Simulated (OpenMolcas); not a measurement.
**InSiNH6 (SMILES N[SiH2][InH2]): levels of theory compared**

Aim: a comparison of 6 runs (HF/STO-3G, BHLYP/def2-SVP, BLYP/def2-SVP, PBE/def2-SVP, PBE0/def2-SVP, revPBE/def2-SVP) of InSiNH6. 

Program for the calculation: OpenMolcas 26.06.

### 1 The system as given

InSiNH6: 9 atoms, total charge 0, spin state singlet. As SMILES, `N[SiH2][InH2]`. The shape is that of a PBE0-D4/def2-TZVP optimisation. This is one conformer, not always the lowest.

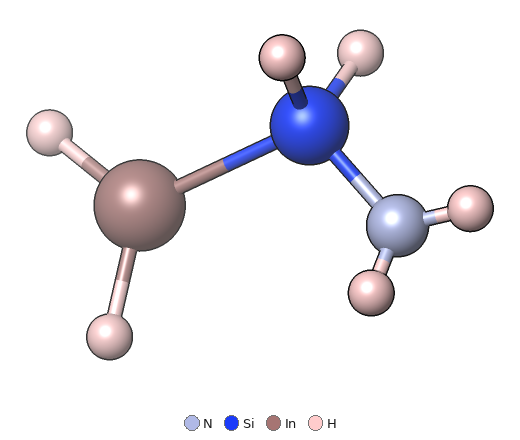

The structure, seen from a chosen angle (nitrogen light blue, silicon blue, indium brown, hydrogen pink).

### 2 Energy and forces at HF/STO-3G (run 1)

Input file test.inp:

```
* H6InNSi Hartree-Fock
&GATEWAY
BasLib=$CurrDir
Coord
9
bohr
N     -1.68469084     1.11758403    -2.52542999
Si     0.70637963     1.40595624    -0.31879680
In     0.50493482    -2.37236218     2.73273295
H     -2.07038394    -0.59375195    -3.26280113
H     -1.95718935     2.48687958    -3.82197109
H      0.32125344     3.84842725     1.03027868
H      3.32383928     1.57244111    -1.39972014
H     -1.04161704    -5.13400794     1.87441934
H      1.89747400    -2.33135512     5.69109920
Basis=STO-3G
Group=NoSym
&SEWARD
&SCF
Thresholds=1e-10 1e-07 1e-07 1e-05
PrOrbitals=1 1
&ALASKA
```

The basis set STO-3G is read from a file made from the Basis Set Exchange's data (not shown).

The run is started by

```sh
$ export MOLCAS_MEM=1860
$ pymolcas test.inp > test.log
```

What it wrote:

```text
--- Start Module: gateway ---
[...]
--- Stop Module: gateway /rc=_RC_ALL_IS_WELL_ ---
[...]
      Basis functions           47
[...]
--- Start Module: scf ---
[...]
       Convergence after  11 Iterations
[...]
::    Total SCF energy                              -6025.7115683854
[...]
      Total spin, S                                     0.0000000000
[...]
      Total electronic charge=   76.000000
      Total            charge=   -0.000000
[...]
      Dipole Moment (debye):
      Origin of the operator (angstrom)=    0.1776   -0.7073    0.8764
                   X=  4.7842E-01               Y= -3.6306E-01               Z= -5.0729E-01           Total=  7.8616E-01
      Quadrupole Moment (debye*angstrom):
[...]
--- Stop Module: scf /rc=_RC_ALL_IS_WELL_ ---
[...]
--- Start Module: alaska ---
[...]
 *              Molecular gradients               *
 **************************************************
  Irreducible representation: a
 ------------------------------------------------------------------------------------------
                              X                       Y                       Z
 ------------------------------------------------------------------------------------------
  N1                7.43360324051423E-06   -7.80839386041521E-03   -1.06733451029015E-02
  SI2              -3.01570027231506E-02   -1.06578449935846E-02   -2.65672159299353E-02
  IN3               1.62361543118772E-03    2.25536783125122E-02   -1.72715550626066E-02
  H4                3.36946774328162E-04    7.48416600517121E-03    7.38155114177363E-03
  H5                3.02113476358334E-04   -4.55624359166462E-03    9.73655807596385E-03
  H6               -3.81466820783904E-03    2.62286885402423E-02    1.89260315507385E-02
  H7                3.39767466864211E-02   -7.59110529690243E-04   -6.30484220136740E-03
  H8               -1.70678191900562E-02   -3.11298556670128E-02   -8.23370888982655E-03
[...]
--- Stop Module: alaska /rc=_RC_ALL_IS_WELL_ ---
[...]
```

Run time: 7.8 s. Hardware: 1 thread of AMD EPYC 7R43 (Zen 3), shared host; peak memory 0.37 GiB.

### 3 Energy and forces at BHLYP/def2-SVP (core potential) (run 2)

Input file geom.xyz:

```xyz
9

N     -0.891500     0.591400    -1.336400
Si     0.373800     0.744000    -0.168700
In     0.267200    -1.255400     1.446100
H     -1.095600    -0.314200    -1.726600
H     -1.035700     1.316000    -2.022500
H      0.170000     2.036500     0.545200
H      1.758900     0.832100    -0.740700
H     -0.551200    -2.716800     0.991900
H      1.004100    -1.233700     3.011600
```

Input file run.input:

```
* H6InNSi Kohn-Sham DFT

&gateway
 baslib
 $CurrDir
 coord
 geom.xyz
 basis
 def2-SVP
 group
 NoSym

&seward
 gridinput
 Grid=UltraFine
 End of Grid

&scf
 ksdft
 HYB_GGA_XC_BHANDHLYP
 thresholds
 1e-10 1e-07 1e-07 1e-05
 prorbitals
 1 1

&alaska
```

The basis set def2-SVP is read from a file made from the Basis Set Exchange's data (not shown).

The run is started by

```sh
$ export MOLCAS_MEM=1860
$ pymolcas run.input > run.log
```

What it wrote:

```text
--- Start Module: gateway ---
[...]
--- Stop Module: gateway /rc=_RC_ALL_IS_WELL_ ---
[...]
      Basis functions           88
[...]
--- Start Module: scf ---
[...]
       Convergence after  13 Iterations
[...]
::    Total KS-DFT energy                            -537.7191385248
[...]
      Total spin, S                                     0.0000000000
[...]
      Total electronic charge=   48.000000
      Total            charge=   -0.000000
[...]
      Dipole Moment (debye):
      Origin of the operator (angstrom)=    0.1776   -0.7073    0.8764
                   X= -2.8095E-01               Y=  3.4819E-02               Z= -1.4039E+00           Total=  1.4322E+00
      Quadrupole Moment (debye*angstrom):
[...]
--- Stop Module: scf /rc=_RC_ALL_IS_WELL_ ---
[...]
--- Start Module: alaska ---
[...]
 *              Molecular gradients               *
 **************************************************
  Irreducible representation: a
 ------------------------------------------------------------------------------------------
                              X                       Y                       Z
 ------------------------------------------------------------------------------------------
  N1                1.34346541634223E-03    9.07508221579034E-04    2.07891889642386E-03
  SI2              -3.21333415717451E-03   -4.78807000058445E-03    1.59106721469904E-04
  IN3               1.76057128110418E-04    1.75210445669727E-03   -1.48654294360995E-03
  H4                2.67436555545952E-04   -7.83431775770005E-04    4.35808119891856E-04
  H5                3.92071558360518E-04    5.20317633167622E-04   -2.19711973830528E-04
  H6               -6.25790752193434E-04    1.51341339488642E-03    5.56693260474805E-04
  H7                1.66767284839064E-03    5.51654814425206E-05   -7.08986884386587E-04
  H8                4.46441633841443E-04    8.32153710195183E-04    2.20150413734355E-04
[...]
--- Stop Module: alaska /rc=_RC_ALL_IS_WELL_ ---
[...]
```

Wall time 60 s (1 thread of AMD EPYC 7R43 (Zen 3), shared host); peak memory 0.48 GiB.

Runs 3 to 5 aren't shown in full; the table further down has their settings and results.

### 4 Energy and gradient at revPBE/def2-SVP (core potential) (run 6)

Input file struct.xyz:

```xyz
9

N     -0.891500     0.591400    -1.336400
Si     0.373800     0.744000    -0.168700
In     0.267200    -1.255400     1.446100
H     -1.095600    -0.314200    -1.726600
H     -1.035700     1.316000    -2.022500
H      0.170000     2.036500     0.545200
H      1.758900     0.832100    -0.740700
H     -0.551200    -2.716800     0.991900
H      1.004100    -1.233700     3.011600
```

Input file run.input:

```
>>> EXPORT MOLCAS_PRINT=2
&GATEWAY
BasLib=$CurrDir
Coord=struct.xyz
Basis=def2-SVP
Group=NoSym
&SEWARD
GridInput
Grid=UltraFine
End of Grid
&SCF
KSDFT=revPBE
Thresholds=1e-10 1e-07 1e-07 1e-05
PrOrbitals=1 2
&ALASKA
```

The basis set def2-SVP is read from a file made from the Basis Set Exchange's data (not shown).

The run is started by

```sh
$ export MOLCAS_MEM=1860
$ pymolcas run.input > run.log
```

What it wrote:

```text
--- Start Module: gateway ---
[...]
--- Stop Module: gateway /rc=_RC_ALL_IS_WELL_ ---
[...]
      Basis functions           88
[...]
--- Start Module: scf ---
[...]
       Convergence after  18 Iterations
[...]
::    Total KS-DFT energy                            -537.8031778760
[...]
      Total spin, S                                     0.0000000000
[...]
      Total electronic charge=   48.000000
      Total            charge=   -0.000000
[...]
      Dipole Moment (debye):
      Origin of the operator (angstrom)=    0.1776   -0.7073    0.8764
                   X= -4.1092E-01               Y=  6.0608E-02               Z= -1.4647E+00           Total=  1.5224E+00
      Quadrupole Moment (debye*angstrom):
[...]
--- Stop Module: scf /rc=_RC_ALL_IS_WELL_ ---
[...]
--- Start Module: alaska ---
[...]
 *              Molecular gradients               *
 **************************************************
  Irreducible representation: a
 ------------------------------------------------------------------------------------------
                              X                       Y                       Z
 ------------------------------------------------------------------------------------------
  N1                7.92593037535205E-03   -3.20575524126232E-04   -4.64812366955325E-03
  SI2              -5.75457775378396E-03    7.20973341525877E-05   -4.32569351558743E-03
  IN3              -1.22088634275985E-04   -4.07412834444898E-04   -4.52927033798289E-05
  H4                2.70351060722396E-03    1.17146416096707E-02    5.90021245267458E-03
  H5                2.23195356539185E-03   -9.55408897088983E-03    9.41461109699304E-03
  H6                4.26689160246796E-04   -6.16616231245448E-03   -3.75414430530396E-03
  H7               -7.70791252394121E-03   -5.51576658649577E-04    1.61026190955060E-03
  H8                2.92677317560552E-03    5.19825525026762E-03    1.53115366762857E-03
[...]
--- Stop Module: alaska /rc=_RC_ALL_IS_WELL_ ---
[...]
```

Run time: 55 s. Hardware: 1 thread of AMD EPYC 7R43 (Zen 3), shared host; peak memory 0.48 GiB.

### 5 The series

```tsv
run	level	integration grid	energy (Eh)	dipole moment (D)	HOMO energy (eV)	LUMO energy (eV)	wall time
1	HF/STO-3G	–	-6025.711568	0.79	-6.94	5.52	7.8 s
2	BHLYP/def2-SVP (core potential)	UltraFine	-537.719139	1.43	-7.86	-1.22	60 s
3	BLYP/def2-SVP (core potential)	UltraFine	-537.745955	1.57	-5.39	-2.55	56 s
4	PBE/def2-SVP (core potential)	UltraFine	-537.602933	1.53	-5.54	-2.61	72 s
5	PBE0/def2-SVP (core potential)	UltraFine	-537.644520	1.45	-6.82	-1.90	63 s
6	revPBE/def2-SVP (core potential)	UltraFine	-537.803178	1.52	-5.51	-2.51	55 s
```

### 6 Results

| quantity | value |
| --- | --- |
| run 6: total energy | -537.80318 Eh |
| run 6: dipole moment | 1.52 D |
| run 6: HOMO energy | -5.51 eV |
| run 6: LUMO energy | -2.51 eV |
| run 6: HOMO–LUMO gap | 3.01 eV |
| run 6: largest force on an atom | 0.699 eV/Å |

**Reading.** The dipole moment (its size) runs from 0.79 D (HF/STO-3G) to 1.57 D (BLYP/def2-SVP). The two ends differ in method and basis and core potential. The HOMO–LUMO gap runs from 2.85 eV (BLYP/def2-SVP) to 12.46 eV (HF/STO-3G). Totals of different functionals can't be ranked against each other. Some runs of one species differ in core potentials or relativity; totals across that change don't compare. In run 1 the basis is minimal, so the values are rough. In run 1 relativity is left out where basis or elements ask for it. All runs together took 5.2 min, the longest 72 s.
